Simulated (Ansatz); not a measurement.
# ZrH: stress in a strained cell

Aim: deform ZrH (zz strain of +2 %) and compute stress, forces and field gradients with LAPW, PAW and all-electron datasets made for the crystal.

Computed with Ansatz 0.2.0 (DFT PBEsol, scalar-relativistic, unless a step's input says otherwise).

**1. Starting point**

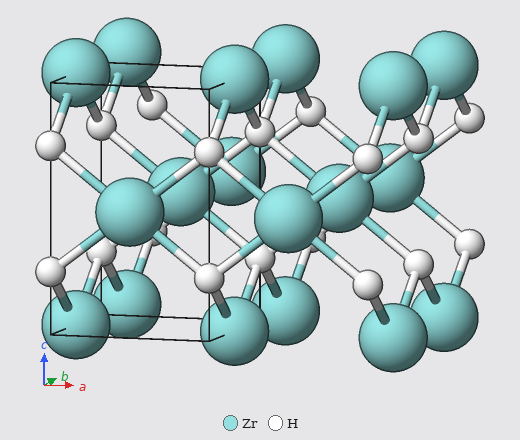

Start, viewed slightly off an axis; zirconium light teal, hydrogen white. 2×2×1 cells are drawn. Atoms on the faces are drawn again on the opposite ones.

As a file:

```
CELL_PARAMETERS angstrom
3.24279 0.00000 0.00000
0.00000 3.24279 0.00000
0.00000 0.00000 4.94800
ATOMIC_POSITIONS crystal
Zr 0.00000 0.50000 0.00000
Zr 0.50000 0.00000 0.50000
H 0.00000 0.00000 0.75000
H 0.00000 0.00000 0.25000
```

Atoms are numbered in the order of the input: Zr1, Zr2, H3, H4.

**2. The deformed structure**

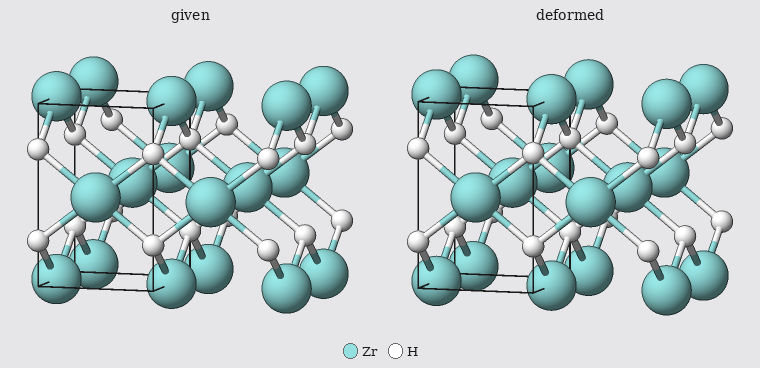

Given and deformed, at one scale.

Space group P4_2/mmc before, P4_2/mmc after.

**3. LAPW, all electrons**

The input, input.yaml:

```yaml
crystal:
  lattice:
    - [3.2427916985, 0.0, 0.0]
    - [0.0, 3.2427916985, 0.0]
    - [0.0, 0.0, 5.04696]
  atoms:
    - { symbol: Zr, position: [0.0, 0.5, 0.0] }
    - { symbol: Zr, position: [0.5, 0.0, 0.5] }
    - { symbol: H, position: [0.0, 0.0, 0.75] }
    - { symbol: H, position: [0.0, 0.0, 0.25] }
kpoints:
  mp_grid: { grid: [9, 9, 6] }
  band_path:
    path:
      - [0.0, 0.0, 0.0]
      - [0.0, 0.5, 0.0]
      - [0.5, 0.5, 0.0]
      - [0.0, 0.0, 0.0]
      - [0.0, 0.0, 0.5]
      - [0.0, 0.5, 0.5]
      - [0.5, 0.5, 0.5]
      - [0.0, 0.0, 0.5]
      - [0.0, 0.5, 0.0]
    npoints: 5
scf:
  occupations: { method: fermi_dirac, width: 0.02 }
hamiltonian:
  xc: pbesol
  pseudopotentials: { kind: all_electron, lapw: { basis_error: 0.0005 } }
output:
  forces: true
  stress: true
  eigenvalues: true
```

Run with:

```sh
> ansatz run input.yaml --threads 1 --pin off --max-ram 4096MiB --backend cpu --events-out ev --progress --plain --runs-dir out
```

Standard output, shortened:

```text
LAPW: plane waves up to 8.425 Å⁻¹, error target 5.0e-4 eV per atom; small_component_spin mean_spin; H in spheres of 0.734 Å, 1 of its electrons in bands, Dirac shells []; Zr in spheres of 1.321 Å, 30 of its electrons in bands, Dirac shells []
[...]
Pseudopotentials: kind: all_electron
Pseudopotential: Zr, LAPW, valence charge 30, Koelling and Harmon's equation, gaussian nucleus
Pseudopotential: H, LAPW, valence charge 1, Koelling and Harmon's equation, gaussian nucleus
Functional definition: PBEsol
[...]
Crystal: 4 atoms, lattice volume = 53.072 Å³
Basis set: ecut = 270.4484398566314 eV, 537 PW (Γ), exchange–correlation at level 2
Bands: 38, of which v1, the nominal top of the filled ones, is band 31 counted from 1 (30 counted from 0)
Symmetry: 16 space group operations
Space group: P42/mmc (ITA 131), of the structure as read, at distance tolerance 3.8e-5 Å
k-points: 60 of 486
[...]
SCF iter   1: F=—  HF=-195777.950965 eV  |F-HF|=—  |Δ(HF+E_count)|=         —  Δρ=5.09e-2  dr2=1.54e0  ethr=2.49e-3  ⟨swp⟩=2.0  Hψ=14768  notcnv=0
[...]
the basis was enlarged: its passes take 762.5 KiB over the memory plan, 1 of 1 planned eigensolver slots
[...]
SCF iter   9: F=-195777.025913 eV  HF=-195777.025913 eV  |F-HF|=9.60e-10  |Δ(HF+E_count)|=   2.91e-8  Δρ=3.14e-6  dr2=3.98e-9  ethr=2.90e-10  ⟨swp⟩=2.0  Hψ=6797  notcnv=0
[...]
NSCF: frozen V_eff on 41 k-points
SCF converged after 9 iterations
Free energy (F): -195777.025913 eV
[...]
E sigma→0 (E₀):  -195777.024042 eV
Entropy (-TS):   -0.003741 eV (-0.935 meV/atom)
Fermi energy:    13.885852 eV
[...]
--- Forces (eV/Å), atoms counted from 1 ---
  atom   1  Zr    -0.00000000     0.00000000     0.00000000
  atom   2  Zr     0.00000000     0.00000000     0.00000000
  atom   3  H      0.00000000     0.00000000     0.00000000
  atom   4  H      0.00000000     0.00000000    -0.00000000
[...]
--- Stress (GPa, compression-positive) ---
       -4.935719       0.000000       0.000000
        0.000000      -4.935719       0.000000
        0.000000       0.000000      -4.780208
  P = ⅓ Tr σ = -4.8839 GPa (-48.839 kbar)
--- Band table (eV; the first three rows and the last of 60) ---
[...]
```

Wall time 34 s (1 thread of Arm Neoverse V2, shared host); peak memory 0.43 GiB.

Read from it: pressure -4.88 GPa; no gap.

**4. PAW on the default files**

The input, input.yaml:

```yaml
crystal:
  lattice:
    - [3.2427916985, 0.0, 0.0]
    - [0.0, 3.2427916985, 0.0]
    - [0.0, 0.0, 5.04696]
  atoms:
    - { symbol: Zr, position: [0.0, 0.5, 0.0] }
    - { symbol: Zr, position: [0.5, 0.0, 0.5] }
    - { symbol: H, position: [0.0, 0.0, 0.75] }
    - { symbol: H, position: [0.0, 0.0, 0.25] }
kpoints:
  mp_grid: { grid: [9, 9, 6] }
scf:
  occupations: { method: fermi_dirac, width: 0.02 }
hamiltonian:
  xc: pbesol
  pseudopotentials: { kind: paw }
output:
  forces: true
  stress: true
  eigenvalues: true
  efg: { contact_densities: true }
```

Run with:

```sh
> ansatz run input.yaml --threads 1 --pin off --max-ram 4096MiB --backend cpu --events-out ev --progress --plain --runs-dir out
```

Standard output, shortened:

```text
Zr: output.efg is read without spin–orbit coupling, which moves field gradients at and beside such atoms by some per cent and up to a factor of two; PAW files take it under magnetization.noncollinear and magnetization.spin_orbit
[...]
Pseudopotentials: kind: paw
Pseudopotential: Zr, paw, valence charge 12, recommended cutoff 420 eV (normal)
Pseudopotential: H, paw, valence charge 1, recommended cutoff 420 eV (normal)
[... 1 set-up line as earlier in the session ...]
[...]
Crystal: 4 atoms, lattice volume = 53.072 Å³
Basis set: ecut = 420 eV, 1041 PW (Γ), exchange–correlation on 48×48×72 points (8 copies of the dense FFT grid, shifted against one another)
Bands: 17, of which v1, the nominal top of the filled ones, is band 13 counted from 1 (12 counted from 0)
[... 2 set-up lines as earlier in the session ...]
k-points: 60 of 486
[...]
  P = ⅓ Tr σ = -4.9055 GPa (-49.055 kbar)
--- PAW observables at the nuclei: V_zz in 10²¹ V/m², potentials from the cell's mean, atoms counted from 1 ---
  atom   1  Zr V_zz =    +7.331485   η = 0.0689   by run symmetry: allowed
            electrostatic potential = -5926.290592 V   contact ρ = 489714.258434 e/Å³
  atom   2  Zr V_zz =    +7.331485   η = 0.0689   by run symmetry: allowed
            electrostatic potential = -5926.290592 V   contact ρ = 489714.258434 e/Å³
  atom   3  H  V_zz =    +0.097000   η = 0.0000   by run symmetry: allowed
            electrostatic potential = -47.314724 V   contact ρ = 2.920872 e/Å³
  atom   4  H  V_zz =    +0.097000   η = 0.0000   by run symmetry: allowed
            electrostatic potential = -47.314724 V   contact ρ = 2.920872 e/Å³
--- Band table (eV; the first three rows and the last of 60) ---
  k-point 0: bands = ["-36.4891", "-36.3951", "-14.8534", "-14.3763", "-14.3763", "-14.2059", "-14.1708", "-14.1708", "3.9882", "8.8315", "9.4147", "9.5870", "12.3262", "13.1139", "13.1139", "14.4512", "15.7629"]
[...]
```

It took 3.4 s on 1 thread of Arm Neoverse V2, shared host; peak memory 0.37 GiB.

Result: pressure -4.91 GPa; no gap; Vzz Zr1 7.33 (η = 0.07), H3 0.10 (η = 0.00) (10²¹ V/m²).

**5. All-electron PAW on datasets made for the crystal**

input.yaml, as its differences from that of step 4:

```diff
@@ -16,3 +16,3 @@
   xc: pbesol
-  pseudopotentials: { kind: paw }
+  pseudopotentials: { kind: all_electron, datasets: crystal }
 output:
```

Run with:

```sh
> ansatz run input.yaml --threads 1 --pin off --max-ram 4096MiB --backend cpu --events-out ev --progress --plain --runs-dir out
```

Standard output:

```text
hamiltonian.pseudopotentials.datasets: crystal makes datasets for this crystal and solves the spheres of its atoms anew in each pass: cutoff 280.0 eV, the density's 1120.0 eV; for an error of 0.50 meV an atom under PBE, 2.0 meV for the cell; an energy difference from a run of another recipe may be off by several times the error for the cell, under r2SCAN by more, where some 0.1 meV an atom stays at smaller errors; H in spheres of 0.746 Å, 1 of its electrons in bands; Zr in spheres of 1.307 Å, 12 of its electrons in bands
band count auto-derived: 23 (N_el = 26.0; filled up to band 13; 17 by the electrons, moments and atoms)
Zr: output.efg is read without spin–orbit coupling, which moves field gradients at and beside such atoms by some per cent and up to a factor of two; PAW files take it under magnetization.noncollinear and magnetization.spin_orbit
Engine: ansatz 0.2.0
[... 1 set-up line as earlier in the session ...]
Pseudopotential: Zr, paw, valence charge 12, recommended cutoff 280 eV (normal), Koelling and Harmon's equation, gaussian nucleus
Pseudopotential: H, paw, valence charge 1, recommended cutoff 280 eV (normal), Koelling and Harmon's equation, gaussian nucleus
[... 1 set-up line as earlier in the session ...]
  exchange = pbesol_x
  correlation = pbesol_c
Crystal: 4 atoms, lattice volume = 53.072 Å³
Basis set: ecut = 280 eV, 545 PW (Γ), exchange–correlation on 36×36×60 points (8 copies of the dense FFT grid, shifted against one another)
Bands: 23, of which v1, the nominal top of the filled ones, is band 13 counted from 1 (12 counted from 0)
[... 2 set-up lines as earlier in the session ...]
k-points: 60 of 486
Non-local potential: Zr, projectors of the file, l = 0: 2, l = 1: 2, l = 2: 2
Non-local potential: H, projectors of the file, l = 0: 1, l = 1: 1
PAW form: soft (Blöchl's): semilocal exchange-correlation on the pseudo side does not see the compensation charge
PAW one-centre angular grid: Zr, 590 points (default); XC on its mesh's 1875 points in the sphere
PAW one-centre angular grid: H, 110 points (default); XC on its mesh's 2061 points in the sphere
Initial density: superposition of atomic densities (neutral atoms: chi_scale 0, normalization atom)
Initial wavefunctions: pseudopotential atomic-orbital guess
Functional: x = pbesol(κ = 0.804, μ = 0.12345679012345678), c = pbesol(β = 0.046)
iter 1 solved again at ethr=9.20e-3 eV; its pass at ethr=1.00e-1 eV (dr2=2.39e0 eV) is discarded
SCF iter   1: F=—  HF=-195777.903690 eV  |F-HF|=—  |Δ(HF+E_count)|=         —  Δρ=6.59e-2  dr2=2.46e0  ethr=9.20e-3  ⟨swp⟩=2.2  Hψ=7345  notcnv=0
preconditioner: auto → Kerker (q_TF=auto, 2.422 Å⁻¹)  [metal: Δε(μ)=0.013 eV  Ē_g=8.057 eV  σ=0.020 eV  W_gap=0.16  n_scr=14 (ndim 8)  ℏωp=16.1 eV  f_vac=0.000  D(μ)=2.42/eV (n_scr^D=20)]
SCF iter   2: F=—  HF=-195777.312466 eV  |F-HF|=—  |Δ(HF+E_count)|=   5.91e-1  Δρ=3.56e-2  dr2=7.89e-1  ethr=9.20e-3  ⟨swp⟩=2.0  Hψ=2760  notcnv=0
iter 3 solved again at ethr=4.14e-5 eV; its pass at ethr=3.04e-3 eV (dr2=1.08e-2 eV) is discarded
SCF iter   3: F=—  HF=-195777.014997 eV  |F-HF|=—  |Δ(HF+E_count)|=   2.97e-1  Δρ=6.00e-3  dr2=1.07e-2  ethr=4.14e-5  ⟨swp⟩=2.3  Hψ=6903  notcnv=0  defer=8
SCF iter   4: F=—  HF=-195777.025553 eV  |F-HF|=—  |Δ(HF+E_count)|=   1.06e-2  Δρ=1.33e-3  dr2=8.38e-4  ethr=4.13e-5  ⟨swp⟩=2.9  Hψ=2826  notcnv=0  defer=7
SCF iter   5: F=—  HF=-195777.026623 eV  |F-HF|=—  |Δ(HF+E_count)|=   1.07e-3  Δρ=3.21e-4  dr2=3.02e-5  ethr=3.22e-6  ⟨swp⟩=3.0  Hψ=3253  notcnv=0
SCF iter   6: F=—  HF=-195777.026630 eV  |F-HF|=—  |Δ(HF+E_count)|=   7.00e-6  Δρ=1.02e-4  dr2=4.92e-6  ethr=1.16e-7  ⟨swp⟩=2.2  Hψ=2212  notcnv=0
SCF iter   7: F=—  HF=-195777.026630 eV  |F-HF|=—  |Δ(HF+E_count)|=   6.20e-7  Δρ=1.47e-5  dr2=1.09e-7  ethr=1.89e-8  ⟨swp⟩=2.9  Hψ=2282  notcnv=0
SCF iter   8: F=-195777.026630 eV  HF=-195777.026630 eV  |F-HF|=3.32e-9  |Δ(HF+E_count)|=   4.05e-9  Δρ=3.31e-6  dr2=7.67e-9  ethr=4.18e-10  ⟨swp⟩=2.8  Hψ=2262  notcnv=0  defer=1
SCF 1 converged in 8 iterations: F = -195777.026620 eV  dr2 = 7.67e-9
  Residual-converged pass: ⟨swp⟩=3.0  Hψ=2531  notcnv=0  max |occ|·‖R‖ = 6.3e-6 eV (tolerance 6.7e-6 eV)  dr2=7.91e-9  dr2_onsite=7.69e-10  max |Δocc| = 2.3e-10
SCF converged after 8 iterations
Free energy (F): -195777.026620 eV
Harris-Foulkes:  -195777.026620 eV  (|F-HF|=3.32e-9)
Internal energy: -195777.022878 eV  (E = F + TS)
E sigma→0 (E₀):  -195777.024749 eV
Entropy (-TS):   -0.003741 eV (-0.935 meV/atom)
Past the cutoff: the bands carry plane waves up to 1.75 times it, of which those up to 1.5 times it add -0.000143 eV an atom, each by itself; the spheres take 0.000134 eV an atom off the energy for waves past 1.75 times it
By the cutoff:   a pressure is off by up to 0.006 GPa (1.2 times the spheres' own share and the shells' term, over an atom's volume, and 0.004 GPa: a bound that held against runs at twice the plane waves)
Past the cutoffs: a stress includes 0.0011 GPa for waves and charges beyond them, in addition to the slope of what the spheres take
In the spheres:  the bands' charges fall short by 1.2e-6 e at most (sound up to 1e-3)
Fermi energy:    13.885777 eV
--- Per-component energies (eV) ---
  The terms above E_closure are by the made datasets' own strengths, without shells solved beside the bands.
--- Forces (eV/Å), atoms counted from 1 ---
  atom   1  Zr     0.00000000    -0.00000000     0.00000000
  atom   2  Zr    -0.00000000     0.00000000     0.00000000
  atom   3  H      0.00000000     0.00000000    -0.00000000
  atom   4  H      0.00000000     0.00000000     0.00000000
  max |Σ_I F_I| component: 8.09e-30 eV/Å
--- Stress (GPa, compression-positive) ---
       -4.935702       0.000000       0.000000
        0.000000      -4.935702       0.000000
        0.000000       0.000000      -4.780973
  P = ⅓ Tr σ = -4.8841 GPa (-48.841 kbar)
--- PAW observables at the nuclei: V_zz in 10²¹ V/m², potentials from the cell's mean, atoms counted from 1 ---
  atom   1  Zr V_zz =    +7.306314   η = 0.0666   by run symmetry: allowed
            electrostatic potential = -5924.416064 V   contact ρ = 489776.550335 e/Å³
  atom   2  Zr V_zz =    +7.306314   η = 0.0666   by run symmetry: allowed
            electrostatic potential = -5924.416065 V   contact ρ = 489776.550341 e/Å³
  atom   3  H  V_zz =    +0.091583   η = 0.0000   by run symmetry: allowed
            electrostatic potential = -47.327000 V   contact ρ = 2.922699 e/Å³
  atom   4  H  V_zz =    +0.091583   η = 0.0000   by run symmetry: allowed
            electrostatic potential = -47.327000 V   contact ρ = 2.922699 e/Å³
--- Band table (eV; the first three rows and the last of 60) ---
  k-point 0: bands = ["-34.9381", "-34.8440", "-13.3034", "-12.8258", "-12.8258", "-12.6559", "-12.6202", "-12.6202", "5.5381", "10.3804", "10.9644", "11.1368", "13.8757", "14.6631", "14.6631", "16.0012", "17.3136", "18.3867", "18.5301", "18.5301"]
  k-point 1: bands = ["-34.9318", "-34.8504", "-13.2629", "-12.8163", "-12.8163", "-12.7025", "-12.6301", "-12.6301", "5.7480", "9.5538", "11.2790", "11.5965", "13.7912", "14.8115", "14.8115", "15.6510", "17.3768", "17.9941", "17.9941", "18.3043"]
  k-point 2: bands = ["-34.9147", "-34.8677", "-13.1503", "-12.8271", "-12.7933", "-12.7933", "-12.6538", "-12.6538", "6.3503", "8.3893", "11.6810", "12.2677", "13.5222", "14.7985", "15.2410", "15.2410", "17.0087", "17.0087", "17.5549", "18.0882"]
  k-point 59: bands = ["-34.8089", "-34.8089", "-13.2551", "-13.2551", "-13.0570", "-13.0570", "-12.8442", "-12.8442", "8.5314", "8.5314", "12.0682", "12.0682", "13.5400", "13.5400", "15.5917", "15.5917", "18.3834", "18.3834", "19.7727", "19.7727"]
```

It took 10 s on 1 thread of Arm Neoverse V2, shared host; peak memory 0.52 GiB.

Read from it: pressure -4.88 GPa; no gap; Vzz Zr1 7.31 (η = 0.07), H3 0.09 (η = 0.00) (10²¹ V/m²).

**6. Stress and forces compared**

Stress (GPa, compression positive):

```csv
method,xx,yy,zz,yz,xz,xy
LAPW,-4.94,-4.94,-4.78,0.00,0.00,0.00
PAW,-4.96,-4.96,-4.80,0.00,0.00,0.00
crystal datasets,-4.94,-4.94,-4.78,0.00,0.00,0.00
```

```
          method  pressure (GPa)  Vzz Zr1 (10²¹ V/m²)  Vzz H3 (10²¹ V/m²)  SCF cycles, by the record's count
            LAPW           -4.88                    –                   –                                  9
             PAW           -4.91                 7.33                0.10                                  6
crystal datasets           -4.88                 7.31                0.09                                  8
```

**7. Summary of results**

```
                                 quantity                                              value
                                 pressure  LAPW -4.88, PAW -4.91, crystal datasets -4.88 GPa
largest shear or deviatoric stress (LAPW)                                           0.10 GPa
```

The largest part of the stress beyond the pressure is 0.10 GPa in size, in the zz component; the atoms are carried along and not relaxed. No run of the undeformed cell stands beside it, so pressure and stress hold what the given cell had before the change, as far as its symmetry allows. PAW: stress within 0.03 GPa of LAPW. Crystal datasets: stress within 0.01 GPa of LAPW.
